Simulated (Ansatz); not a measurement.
Base system: ZnSe in the zinc blende structure (space group F-43m, No. 216; a = 5.633 Å).

It is then changed as follows: every lattice vector is shortened by 2.50 %; the atoms relax in the strained cell.

Method: PBEsol (Ansatz, an electronic-structure program, PAW, no spin-orbit coupling).

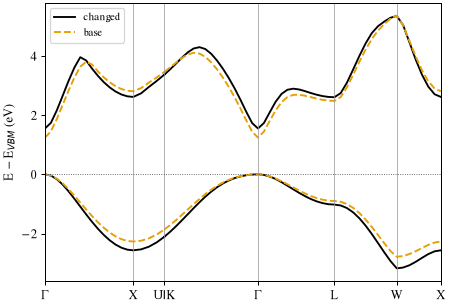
Fig. 1. Highest valence and lowest conduction band along the path, each from its own valence-band maximum

Problem. From the figure, how large is the changed gap, and is it direct?

Solution. About 1.5 eV, direct at Γ.

Stability against distortions was not tested.
